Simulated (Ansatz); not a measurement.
**P2H4 (diphosphine): methods side by side**

P2H4: 6 atoms, total charge 0, spin state singlet. As SMILES, `PP`. The coordinates come from a PBE0-D4/def2-TZVP relaxation. This is one conformer, not always the lowest.

```xyz
6

P     0.3651   -1.0488   -0.0823
P    -0.3652    1.0491    0.0781
H    -0.4970   -1.5216    0.9450
H    -0.5721   -1.3929   -1.0949
H     0.5028    1.5246   -0.9429
H     0.5664    1.3896    1.0970
```

Each level gives the energy change with the P2–H5 bond stretched from 1.422 to 2.133 Å (eV). The values are calculated.

```
                      level                    kind  program  value (eV)  less FCI/STO-3G  CPU time (all runs)
   BLYP/STO-3G (restricted)                     GGA   Ansatz        2.56            -0.03                2.1 s
 r2SCAN/STO-3G (restricted)                meta-GGA   Ansatz        2.88            +0.29                5.5 s
  BHLYP/STO-3G (restricted)           global hybrid   Ansatz        3.37            +0.78                  2 s
r2SCAN0/STO-3G (restricted)         hybrid meta-GGA   Ansatz        3.20            +0.61                4.9 s
wB97M-V/STO-3G (restricted)  range-separated hybrid   Ansatz        3.19            +0.60                 35 s
 B2PLYP/STO-3G (restricted)           double hybrid   Ansatz        3.05            +0.46                2.7 s
RPA@PBE/STO-3G (restricted)                     RPA   Ansatz        2.68            +0.09                  3 s
                 FCI/STO-3G      exact in the basis   Ansatz        2.59             0.00                4.1 s
```

FCI/STO-3G is exact within its basis and frozen core, so for wave-function methods in that basis the difference is their error; functionals converge differently with the basis, so for them it is only a difference. The first shape isn't each level's own minimum. The values span 2.56 to 3.37 eV. All rows use very small basis sets, so even the best lies far from the true value. Times are those of the runs behind each value, whatever else they computed, on shared processors of several kinds: orders of magnitude only.

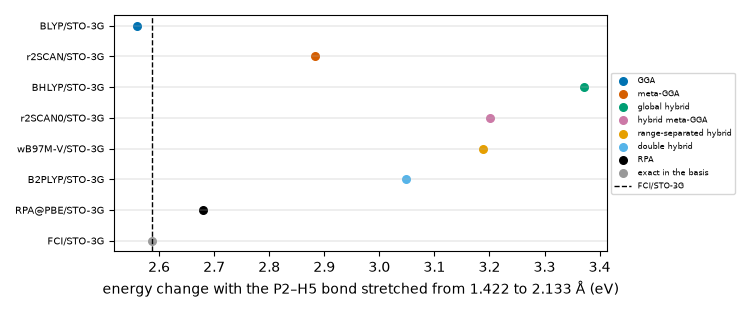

The values of the table, level by level.
